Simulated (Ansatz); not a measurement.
# CH₃BO+ (doublet): two Jahn-Teller modes

A grid of calculations on CH₃BO, charge +1, spin multiplicity 2, to see where the energy is lowest and how it rises around there.

Computed with Ansatz 0.2.0. Level: UKS B3LYP-D4/def2-TZVP.

**1. Where the work starts**

SMILES `CB=O`, 6 atoms, charge 0, spin multiplicity 1.

Atoms are counted from 1 here; the program's logs count them from 0.

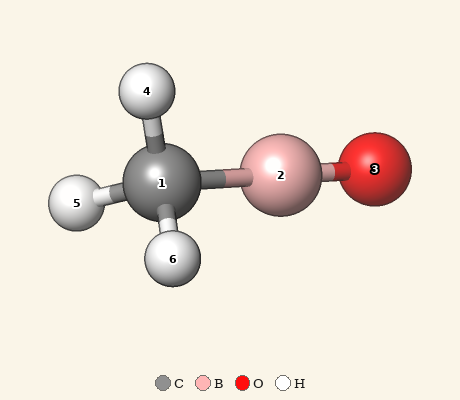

As it starts; carbon grey, boron pink, oxygen red, hydrogen white; atoms are numbered from 1 in the order of the file.

As a file:

```
atom     x (Å)     y (Å)     z (Å)
  C1  -0.36062   0.31371  -0.20893
  B2   0.70267  -0.61131   0.40724
  O3   1.54442  -1.34353   0.89484
  H4  -1.11203   0.60246   0.55250
  H5   0.10953   1.23588  -0.60434
  H6  -0.88396  -0.19721  -1.04131
```

This geometry comes from a loose relaxation at PBE in a small basis, which is not shown.

**2. The minimum at this level**

Input file input.yaml:

```yaml
crystal:
  periodic: [false, false, false]
  atoms:
    - { symbol: C, position_ang: [-0.360617, 0.313711, -0.20893] }
    - { symbol: B, position_ang: [0.702672, -0.611308, 0.407243] }
    - { symbol: O, position_ang: [1.544417, -1.343532, 0.894836] }
    - { symbol: H, position_ang: [-1.112028, 0.602461, 0.552504] }
    - { symbol: H, position_ang: [0.109531, 1.235877, -0.604344] }
    - { symbol: H, position_ang: [-0.883964, -0.197209, -1.041309] }
basis:
  gaussian: { orbitals: def2-TZVP }
hamiltonian:
  xc: { name: B3LYP }
  dispersion: d4
output:
  forces: true
relax:
  f_tol: 0.003
  max_steps: 120
```

Run with:

```console
ansatz run input.yaml --threads 1 --pin off --max-ram 2560MiB --backend cpu --events-out ev --progress --plain --runs-dir out
```

Standard output (excerpt; [...] marks lines left out):

```text
Warning: RAYON_NUM_THREADS=1 ignored (pool sized by the plan → 1); use --threads N
[...]
Functional definition: B3LYP
[...]
632 factors; their error is unknown
[...]
mean field -3812.64199073 eV, -140.1120088579 hartree, gradient 2.1e-5 eV, S^2 0.000000; 0 other end points of the search recorded, 0 dependent functions left out
[...]
reference -3812.64220576 eV, -140.1120167600 hartree; 11, 11 occupied and 100, 100 virtual orbitals, 632 factors
relax step   1: F+E_penalty+E_count = -3812.74727435 eV  Δ(F+E_penalty+E_count) = +0.000e0 eV  max|allowed force component| = 7.518e-1 eV/Å  Δτ_max = 0.0000 Å  (25 SCF iters, accepted)
[...]
relax step   3: F+E_penalty+E_count = -3812.76906643 eV  Δ(F+E_penalty+E_count) = -1.333e-3 eV  max|allowed force component| = 5.714e-3 eV/Å  Δτ_max = 0.0049 Å  (31 SCF iters, accepted)
[...]
relax step   4: F+E_penalty+E_count = -3812.76906844 eV  Δ(F+E_penalty+E_count) = -2.019e-6 eV  max|allowed force component| = 5.528e-4 eV/Å  Δτ_max = 0.0002 Å  (31 SCF iters, accepted)
632 factors; their error is unknown
mean field -3812.66344766 eV, -140.1127973853 hartree, gradient 6.9e-6 eV, S^2 0.000000; 1 other end points of the search recorded, 0 dependent functions left out
[...]
reference -3812.66366168 eV, -140.1128052504 hartree; 11, 11 occupied and 100, 100 virtual orbitals, 632 factors
Total energy: -3812.76928247 eV, -140.1166867428 hartree
Atom 0 at    -0.358704     0.312051    -0.207845 Å, force    -0.000553     0.000465    -0.000273 eV/Å
Atom 1 at     0.699574    -0.608599     0.405404 Å, force    -0.000546     0.000531    -0.000502 eV/Å
Atom 2 at     1.532461    -1.333147     0.887966 Å, force     0.000292    -0.000290     0.000287 eV/Å
Atom 3 at    -1.099858     0.597730     0.540347 Å, force     0.000227    -0.000240     0.000270 eV/Å
Atom 4 at     0.102047     1.221025    -0.597960 Å, force     0.000340    -0.000161     0.000131 eV/Å
Atom 5 at    -0.875509    -0.189060    -1.027914 Å, force     0.000239    -0.000305     0.000087 eV/Å
Dipole moment:    -0.533906     0.464461    -0.309350 e Å
```

Wall time 8.7 s (1 thread of Arm Neoverse V2, shared host); peak memory 0.15 GiB.

Energy and force along the way:

```
step  energy from step 1 (eV)  largest force component (eV/Å)
   1                   0.0000                          0.7518
   2                  -0.0205                          0.1297
   3                  -0.0218                          0.0057
   4                  -0.0218                          0.0006
```

Bonds that changed most:

```
 bond  before (Å)  after (Å)  change (Å)
C1–H6       1.108      1.091      -0.017
C1–H5       1.108      1.091      -0.017
C1–H4       1.108      1.091      -0.017
B2–O3       1.218      1.205      -0.013
C1–B2       1.538      1.531      -0.007
```

**3. The part CH₃BO alone**

Input file input.yaml:

```yaml
crystal:
  periodic: [false, false, false]
  atoms:
    - { symbol: C, position_ang: [-0.358704, 0.312051, -0.207845] }
    - { symbol: B, position_ang: [0.699574, -0.608599, 0.405404] }
    - { symbol: O, position_ang: [1.532461, -1.333147, 0.887966] }
    - { symbol: H, position_ang: [-1.099858, 0.59773, 0.540347] }
    - { symbol: H, position_ang: [0.102047, 1.221025, -0.59796] }
    - { symbol: H, position_ang: [-0.875509, -0.18906, -1.027914] }
basis:
  gaussian: { orbitals: def2-TZVP }
hamiltonian:
  xc: { name: B3LYP }
  dispersion: d4
phonons: {}
```

Run with:

```console
ansatz run input.yaml --threads 1 --pin off --max-ram 2560MiB --backend cpu --events-out ev --progress --plain --runs-dir out
```

Standard output (excerpt; [...] marks lines left out):

```text
Warning: RAYON_NUM_THREADS=1 ignored (pool sized by the plan → 1); use --threads N
[...]
Functional definition: B3LYP
[...]
632 factors; their error is unknown
[...]
mean field -3812.66344765 eV, -140.1127973851 hartree, gradient 1.8e-5 eV, S^2 0.000000; 0 other end points of the search recorded, 0 dependent functions left out
[...]
reference -3812.66366167 eV, -140.1128052502 hartree; 11, 11 occupied and 100, 100 virtual orbitals, 632 factors
[...]
632 factors; their error is unknown
mean field -3812.66327972 eV, -140.1127912138 hartree, gradient 1.4e-6 eV, S^2 0.000000; 0 other end points of the search recorded, 0 dependent functions left out
[...]
reference -3812.66349374 eV, -140.1127990789 hartree; 11, 11 occupied and 100, 100 virtual orbitals, 632 factors
[...]
632 factors; their error is unknown
[...]
reference -3812.66363931 eV, -140.1128044285 hartree; 11, 11 occupied and 100, 100 virtual orbitals, 632 factors
Total energy: -3812.76928247 eV, -140.1166867428 hartree
Atom 0 at    -0.358704     0.312051    -0.207845 Å, force    -0.000551     0.000464    -0.000269 eV/Å
Atom 1 at     0.699574    -0.608599     0.405404 Å, force    -0.000595     0.000574    -0.000530 eV/Å
Atom 2 at     1.532461    -1.333147     0.887966 Å, force     0.000335    -0.000328     0.000312 eV/Å
Atom 3 at    -1.099858     0.597730     0.540347 Å, force     0.000231    -0.000241     0.000266 eV/Å
Atom 4 at     0.102047     1.221025    -0.597960 Å, force     0.000339    -0.000163     0.000132 eV/Å
Atom 5 at    -0.875509    -0.189060    -1.027914 Å, force     0.000240    -0.000305     0.000089 eV/Å
Dipole moment:    -0.533906     0.464461    -0.309350 e Å
Vibrations: 365.79 365.79 821.37 920.78 920.78 1342.18 1457.84 1457.84 2037.66 3045.89 3114.69 3114.69 cm⁻¹, zero-point energy 1.175699 eV
```

Run time: 26 s. Hardware: 1 thread of Arm Neoverse V2, shared host; peak memory 0.15 GiB.

**4. Reference: CH₃BO+ (doublet) by itself**

Changes to input.yaml since step 3:

```diff
@@ -9,2 +9,6 @@
     - { symbol: H, position_ang: [-0.875509, -0.18906, -1.027914] }
+magnetization:
+  spin_polarized: true
+  initial_magnetization: 1
+total_charge: 1
 basis:
@@ -14,2 +18,3 @@
   dispersion: d4
-phonons: {}
+output:
+  forces: true
```

Run with:

```console
ansatz run input.yaml --threads 1 --pin off --max-ram 2560MiB --backend cpu --events-out ev --progress --plain --runs-dir out
```

Standard output (excerpt; [...] marks lines left out):

```text
Warning: RAYON_NUM_THREADS=1 ignored (pool sized by the plan → 1); use --threads N
[...]
Functional definition: B3LYP
[...]
632 factors; their error is unknown
[...]
mean field -3800.15181107 eV, -139.6530032214 hartree, gradient 2.7e-10 eV, S^2 0.755483; 6 other end points of the search recorded, 0 dependent functions left out
[...]
reference -3800.15200682 eV, -139.6530104152 hartree; 11, 10 occupied and 100, 101 virtual orbitals, 632 factors
WARN: the results are in doubt because the forces break the atoms' symmetry
Total energy: -3800.23329290 eV, -139.6559976234 hartree
Atom 0 at    -0.358704     0.312051    -0.207845 Å, force     0.599878    -1.745579     0.964786 eV/Å
Atom 1 at     0.699574    -0.608599     0.405404 Å, force    -5.502844     4.806561    -3.198393 eV/Å
Atom 2 at     1.532461    -1.333147     0.887966 Å, force     4.514236    -3.910176     2.607082 eV/Å
Atom 3 at    -1.099858     0.597730     0.540347 Å, force     0.029588     0.299603     0.315938 eV/Å
Atom 4 at     0.102047     1.221025    -0.597960 Å, force     0.225882     0.614361    -0.277115 eV/Å
Atom 5 at    -0.875509    -0.189060    -1.027914 Å, force     0.133260    -0.064771    -0.412298 eV/Å
Dipole moment:    -0.279256     0.265422    -0.173140 e Å
In doubt: the forces break the atoms' symmetry
```

It took 38 s on 1 thread of Arm Neoverse V2, shared host; peak memory 0.24 GiB.

**5. Setting up the map**

- normal mode 7 (1458 cm⁻¹, of the parent): 15 values from −0.139 to 0.139 amu½·Å
- normal mode 8 (1458 cm⁻¹, of the parent): 15 values from −0.139 to 0.139 amu½·Å

Nothing else is relaxed (straight displacements along the two mass-weighted modes). Energies count from the ion of charge +1 at the geometry of the relaxed parent of charge +0. Points are written as (first, second).

The modes come from a phonon run on the reference cell, made beforehand.

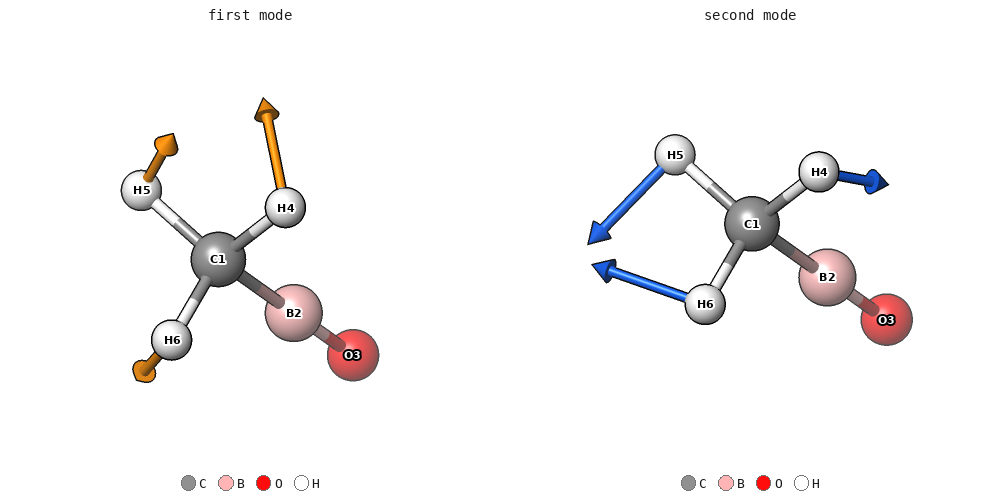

The reference structure; its two panels give the patterns of the first and the second mode as arrows.

Displacement patterns for an amplitude of 1 (Å):

```
atom      x1      y1      z1      x2      y2      z2
  C1  -0.029  -0.042  -0.013  -0.024   0.003   0.046
  B2  -0.012  -0.017  -0.005  -0.010   0.001   0.018
  O3   0.002   0.002   0.001   0.001   0.000  -0.002
  H4   0.387   0.558   0.170   0.160  -0.198   0.285
  H5  -0.353   0.239   0.225  -0.101  -0.222  -0.587
  H6   0.408  -0.159  -0.200   0.314   0.377  -0.405
```

Of the runs on the grid, 1 are shown in the steps below; the others differ only in the two coordinates.

**6. Grid point (0.000 amu½·Å, −0.099 amu½·Å)**

Input file input.yaml:

```yaml
crystal:
  periodic: [false, false, false]
  atoms:
    - { symbol: C, position_ang: [-0.35629, 0.311774, -0.212424] }
    - { symbol: B, position_ang: [0.700537, -0.608709, 0.403576] }
    - { symbol: O, position_ang: [1.532331, -1.333132, 0.888214] }
    - { symbol: H, position_ang: [-1.115763, 0.617405, 0.511985] }
    - { symbol: H, position_ang: [0.11212, 1.243068, -0.539585] }
    - { symbol: H, position_ang: [-0.906696, -0.226532, -0.987686] }
magnetization:
  spin_polarized: true
  initial_magnetization: 1
total_charge: 1
basis:
  gaussian: { orbitals: def2-TZVP }
hamiltonian:
  xc: { name: B3LYP }
  dispersion: d4
output:
  forces: true
```

Run with:

```console
ansatz run input.yaml --threads 1 --pin off --max-ram 2560MiB --backend cpu --events-out ev --progress --plain --runs-dir out
```

Standard output (excerpt; [...] marks lines left out):

```text
Warning: RAYON_NUM_THREADS=1 ignored (pool sized by the plan → 1); use --threads N
[...]
Functional definition: B3LYP
[...]
632 factors; their error is unknown
[...]
mean field -3800.17563524 eV, -139.6538787435 hartree, gradient 4.6e-6 eV, S^2 0.756803; 3 other end points of the search recorded, 0 dependent functions left out
[...]
reference -3800.17583148 eV, -139.6538859551 hartree; 11, 10 occupied and 100, 101 virtual orbitals, 632 factors
Total energy: -3800.25711893 eV, -139.6568732139 hartree
Atom 0 at    -0.356290     0.311774    -0.212424 Å, force     1.571818    -1.197815     0.354642 eV/Å
Atom 1 at     0.700537    -0.608709     0.403576 Å, force    -5.200183     4.534487    -3.048093 eV/Å
Atom 2 at     1.532331    -1.333132     0.888214 Å, force     4.206757    -3.676002     2.491273 eV/Å
Atom 3 at    -1.115763     0.617405     0.511985 Å, force    -0.494224     0.189720     0.501474 eV/Å
Atom 4 at     0.112120     1.243068    -0.539585 Å, force     0.065758     0.230363    -0.102216 eV/Å
Atom 5 at    -0.906696    -0.226532    -0.987686 Å, force    -0.149927    -0.080753    -0.197079 eV/Å
Dipole moment:    -0.341313     0.290680    -0.177300 e Å
```

Run time: 7 s. Hardware: 1 thread of Arm Neoverse V2, shared host; peak memory 0.23 GiB.

On the map this point reads −2.30 kJ/mol.

**7. The map**

77 points were computed, 43 more follow by symmetry, and 105 have no value (skipped by design, atoms too close, or no result). Energies in kJ/mol, from the ion of charge +1 at the geometry of the relaxed parent of charge +0:

```csv
"normal mode 8 (1458 cm⁻¹, of the parent) (amu½·Å) ↓, normal mode 7 (1458 cm⁻¹, of the parent) (amu½·Å) →",−0.139,−0.119,−0.099,−0.080,−0.060,−0.040,−0.020,0.000,0.020,0.040,0.060,0.080,0.099,0.119,0.139
0.139,−0.01,–,−0.84,−1.09,−1.25,−1.33,−1.37,−1.39,−1.37,–,−1.25,−1.09,−0.84,−0.49,−0.01
0.119,−0.63,–,–,–,–,–,–,–,–,–,–,–,−1.41,–,–
0.099,−1.11,–,−1.82,−1.99,−2.05,–,−2.02,−2.01,−2.02,–,−2.05,−1.99,−1.82,−1.53,−1.11
0.080,−1.44,–,–,–,–,–,−2.05,–,–,–,–,–,–,–,–
0.060,−1.65,–,−2.23,−2.29,−2.22,−2.07,−1.90,−1.82,−1.90,–,−2.22,–,−2.23,–,−1.65
0.040,−1.74,–,−2.27,–,−2.13,–,−1.57,–,−1.57,–,–,–,−2.27,–,−1.74
0.020,−1.74,–,−2.23,–,−2.00,−1.62,−1.13,–,−1.13,–,−2.00,−2.20,−2.23,−2.08,−1.74
0.000,−1.66,–,−2.16,–,–,–,−0.83,–,–,–,−1.89,–,–,–,−1.66
−0.020,−1.52,–,−2.06,–,−1.88,−1.53,−1.10,−0.85,−1.10,–,−1.88,−2.06,−2.06,–,−1.52
−0.040,–,–,−1.96,–,–,–,–,–,–,–,−1.96,–,−1.96,–,–
−0.060,−1.05,–,−1.84,–,−2.07,−2.03,−1.98,−1.95,−1.98,–,−2.07,−2.02,−1.84,–,−1.05
−0.080,−0.73,–,−1.68,–,−2.10,–,–,–,−2.21,–,−2.10,–,−1.68,–,–
−0.099,−0.33,–,−1.43,−1.79,−2.03,−2.19,−2.27,−2.30,−2.27,–,−2.03,−1.79,−1.43,−0.95,−0.33
−0.119,–,–,–,–,–,–,−2.16,–,–,–,−1.82,–,–,–,–
−0.139,0.75,0.00,−0.61,−1.10,−1.47,–,−1.87,–,−1.87,–,−1.47,−1.10,−0.61,–,0.75
```

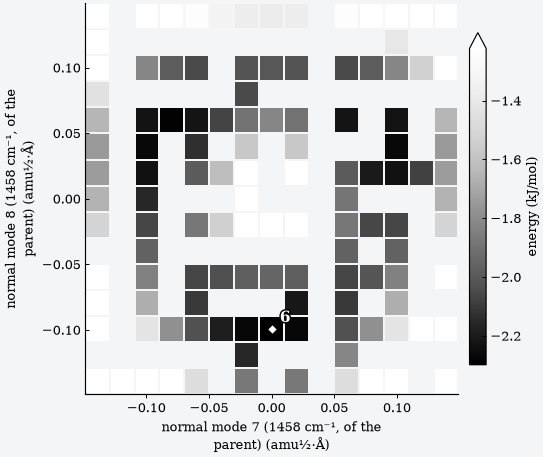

The map; numbers mark the steps of this session that print a point's run. In the figure: one coloured cell a grid point, one colour for all values above the top of the scale, blanks where no value was computed.

**8. Outcome**

```
                                            quantity                                                         value
                                        lowest point                   (0.000 amu½·Å, −0.099 amu½·Å), −2.30 kJ/mol
highest computed point (blank points may lie higher)  (−0.139 amu½·Å, −0.139 amu½·Å), 3.05 kJ/mol above the lowest
                             time for the whole task                               14 min on 1 thread, shared host
```

In words: The lowest computed point is at (0.000 amu½·Å, −0.099 amu½·Å), −2.30 kJ/mol from the ion of charge +1 at the geometry of the relaxed parent of charge +0. The highest computed point, (−0.139 amu½·Å, −0.139 amu½·Å), lies 3.05 kJ/mol above the lowest. Near the degeneracy a single determinant is a rough description.
